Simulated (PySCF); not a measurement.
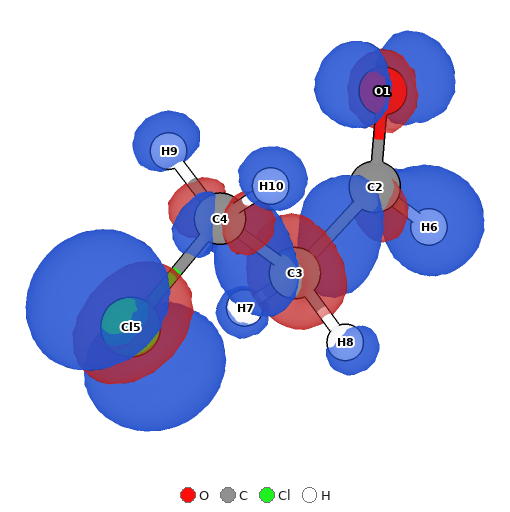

Figure. C$_{3}$H$_{5}$ClO, charge +1, doublet, SMILES `[O+]=CCCCl`. Fukui function f⁻ = ρ(N) − ρ(N−1) at fixed geometry, surfaces at ±0.03 e/Å³ (blue positive, red negative).

PySCF calculation, CAM-B3LYP/def2-SVP, gas phase; geometry: GFN2-xTB. No frequency check shows the geometry to be a minimum. GFN2-xTB bond lengths at metals and heavier atoms can be off by up to 0.1 Å and shapes distorted, which carries into these values. GFN2-xTB doesn't know the spin state, so this open-shell geometry is rough.

Coordinates in Å:

```
O1       2.4463    0.6648    0.0006
C2       1.9538   -0.4043   -0.0003
C3       0.4850   -0.7470    0.0001
C4      -0.3591    0.5356   -0.0009
Cl5     -2.0493    0.0104    0.0002
H6       2.5627   -1.3405   -0.0019
H7       0.2799   -1.3648   -0.8798
H8       0.2807   -1.3627    0.8828
H9      -0.1679    1.1325   -0.8959
H10     -0.1671    1.1347    0.8933
```

> Which atoms respond most to the removal of an electron?

f⁻ (Hirshfeld-condensed) is largest on Cl5 (0.41); the vertical ionisation energy is 17.51 eV (to the singlet dication, which needn't be its lowest state). Condensed values hint at sites of electrophilic attack but needn't mark the atom that reacts. Orbital relaxation makes it negative in places (0.16 e in all).

Run time: 49 s on 1 thread of Arm Neoverse V2 (shared host), peak memory 0.51 GiB.
